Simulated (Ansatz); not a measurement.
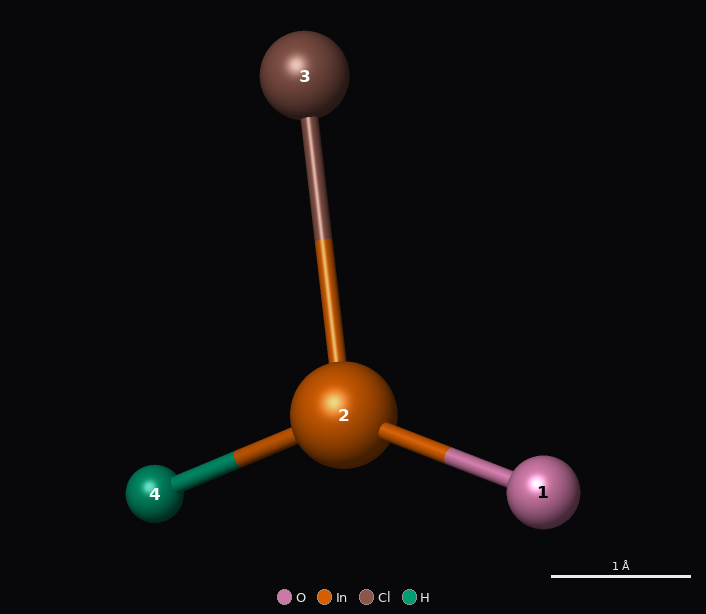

Atoms carry their numbers in the input. State: charge −1, singlet. The geometry was computed by an optimisation with PBE0-D4/def2-TZVPD. No frequency run is at hand to confirm it as a minimum.

Give the bond lengths.

```json
{"bond": "O1–In2", "length (Å)": "1.878"}
{"bond": "In2–Cl3", "length (Å)": "2.501"}
{"bond": "In2–H4", "length (Å)": "1.730"}
```
